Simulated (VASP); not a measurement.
Band structure of Sb (relaxed from the layer:black-P structure). Method: PBEsol GGA, VASP's PBE PAW potentials (set 64) (plane waves; VASP).

The cell holds a wide vacuum, so values per volume refer to the whole cell. Unless said otherwise, spin-orbit coupling is left out, though it shifts the bands of the heavy elements here.

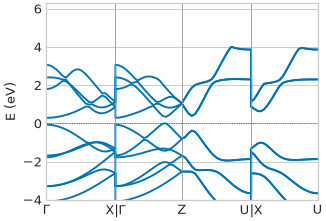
*Bands along high-symmetry lines, zero at the valence-band maximum or, without a gap, the Fermi level*

Task: Read the plot: is there a gap, and where are the band edges?

Result: The gap is indirect, 0.29 eV, from the valence maximum at Γ-Z at 0.76 to the conduction minimum at Γ. (Edges off the drawn lines would not show.)

The cell is a sheet with vacuum, built from a generated structure.
